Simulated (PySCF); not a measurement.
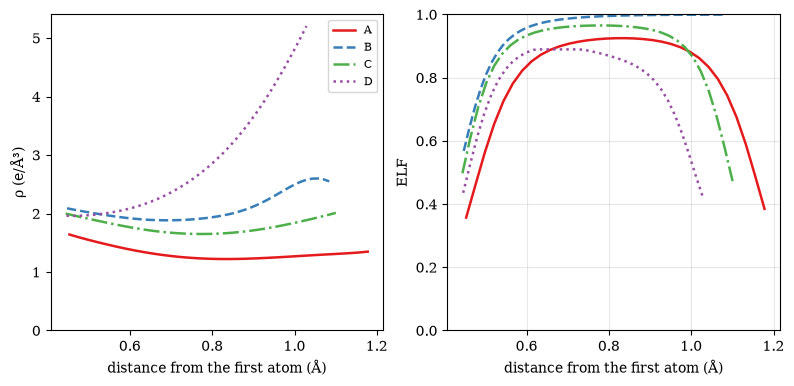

Figure 1: C₄H₈O₂S (SMILES CSC1OCCO1). Electron density and electron localisation function along straight lines between neighbouring atoms. The curves leave out the atomic cores.

Geometry: GFN2-xTB.

Computed with PBE0/def2-SVPD, SCF density, gas phase (PySCF 2.14.0).

```xyz
15

C     2.5658    0.4517    0.0499
S     1.1526    0.5099   -1.0835
C     0.1361   -0.8052   -0.2333
O    -0.9750   -1.1142   -0.9766
C    -1.9656   -0.1667   -0.6122
C    -1.4990    0.3441    0.7688
O    -0.2867   -0.3554    1.0004
H     2.1991    0.5530    1.0673
H     3.2128    1.2829   -0.2075
H     3.0943   -0.4894   -0.0787
H     0.7823   -1.6788   -0.1182
H    -2.9249   -0.6844   -0.5836
H    -1.9979    0.6428   -1.3487
H    -2.1851    0.0946    1.5792
H    -1.3132    1.4230    0.7549
```

**Which curve belongs to which contact (C–C, C–H, C–O and C–S)? The first atom named is at distance zero.**

Curve A: C–S (1.81 Å): the density is about 1.2 e/Å³ at the midpoint; the ELF peaks at about 0.95 between the atoms; a shared electron pair. Curve B: C–H (1.08 Å): ρ is about 2 e/Å³ halfway; the ELF climbs to about 1 towards the hydrogen, as it does in any bond to H: a covalent bond by its length. Curve C: C–C (1.54 Å): ρ at the midpoint is about 1.7 e/Å³; the ELF peaks at about 0.95 between the atoms (localised, covalent bonding). Curve D: C–O (1.37 Å): ρ at the midpoint is about 2.3 e/Å³, with its minimum of 2 e/Å³ about 0.5 Å from C; the ELF peaks at about 0.90 between the atoms (a shared but strongly polarised pair).
